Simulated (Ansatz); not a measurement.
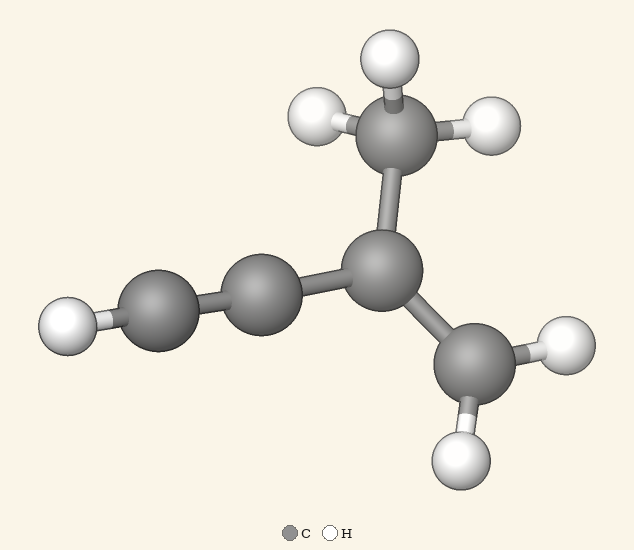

Rendered structure (ball-and-stick style). Every bond is drawn as one stick, whatever its order.

Computed geometry: PBE0-D4/def2-TZVP optimisation.

Description:

It has 11 atoms: 5 carbon and 6 hydrogen (C₅H₆). Its SMILES string is `C#CC(=C)C`. It has no ring. Among its groups: alkene, alkyne. The point group is Cs. Coordination: 2 C linear; 2 C trigonal planar; 1 C tetrahedral.

The parts below concern this one geometry. Atoms keep their numbers from picture to picture.

Shape

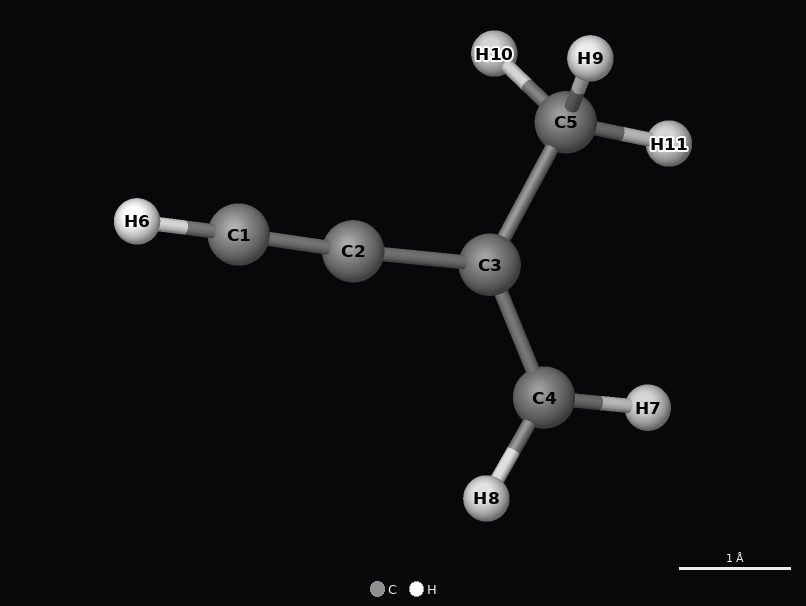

Atoms carry their numbers in the input.

Which atoms are bonded, and how long are the bonds?

```
  bond  length (Å)   order
 C1–C2       1.203  triple
 C1–H6       1.064  single
 C2–C3       1.426  single
 C3–C4       1.335  double
 C3–C5       1.500  single
 C4–H7       1.084  single
 C4–H8       1.082  single
 C5–H9       1.093  single
C5–H10       1.093  single
C5–H11       1.090  single
```

Electronic properties

Method: RKS ωB97M-V/def2-TZVPP (Ansatz 0.2.0).

What does the calculation give?

- dipole moment: 0.52 D
- HOMO energy (Kohn–Sham orbital): −9.12 eV
- LUMO energy (Kohn–Sham orbital): 1.32 eV
- HOMO–LUMO gap: 10.44 eV

Vibrations

Harmonic vibrations computed with RKS PBE0-D4/def2-TZVP (Ansatz 0.2.0) at a stationary point of the same level.

Question: How many vibrational modes are there, and where do they lie?

Answer: 27 modes: 181, 187, 272, 392, 551, 573, 663, 683, 749, 790, 939, 974, 1027, 1067, 1300, 1401, 1432, 1467, 1484, 1697, 2221, 3052, 3116, 3147, 3167, 3262, 3483 cm⁻¹.

Charges

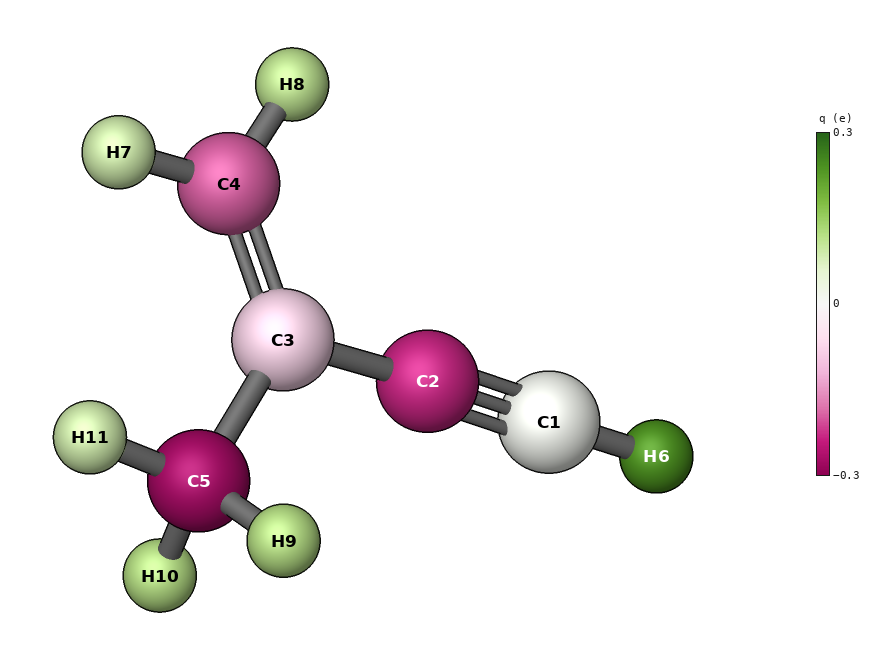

Atoms are coloured by their Mulliken charges. Properties computed with RKS ωB97M-V/def2-TZVPP (Ansatz 0.2.0).

List the Mulliken charges.

| atom | value (e) |
| --- | --- |
| C1 | 0.01 |
| C2 | −0.23 |
| C3 | −0.07 |
| C4 | −0.19 |
| C5 | −0.27 |
| H6 | 0.24 |
| H7 | 0.09 |
| H8 | 0.11 |
| H9 | 0.12 |
| H10 | 0.12 |
| H11 | 0.09 |

Mulliken values depend strongly on the basis set and can even reverse the polarity of a bond.
